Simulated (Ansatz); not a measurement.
**Profile along the I–Ag line in AgI (zinc blende)**

AgI (zinc blende)

Space group F-43m (No. 216); a = b = c = 6.450 Å, α = β = γ = 90.00°

```
atom  site  symmetry       x       y       z
----  ----  --------  ------  ------  ------
I       4c      -43m  0.2500  0.2500  0.2500
Ag      4a      -43m  0.0000  0.0000  0.0000
```
(The calculation used a cell of 2 atoms; values per cell refer to that cell.)

Fields along a shortest I–Ag line of a {110} plane (2.79 Å), from I to Ag, interpolated on the slice's grid (step about 0.2 Å). The numbers are results of PBEsol (plane waves to 420 eV, PAW, scalar-relativistic; Ansatz, a quantum-chemistry and plane-wave program), not measurements. k mesh 9×9×9. Near the nuclei the fields are pseudised (PAW); where an atom keeps semicore shells as valence, they peak there. AgI was relaxed with its symmetry unable to fall. Spin-orbit coupling is left out, though I is heavy.

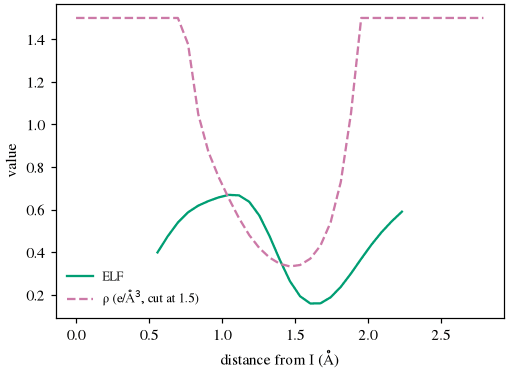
Fig. 1. ELF (away from the nuclei) and valence density from I to Ag.

Density on the I–Ag line (2.79 Å) at its density minimum, 1.5 Å from I: 0.33 e/Å³. ELF at that point: 0.3. ELF maximum in the middle third of the I–Ag line: 0.67, 1.0 Å from I.
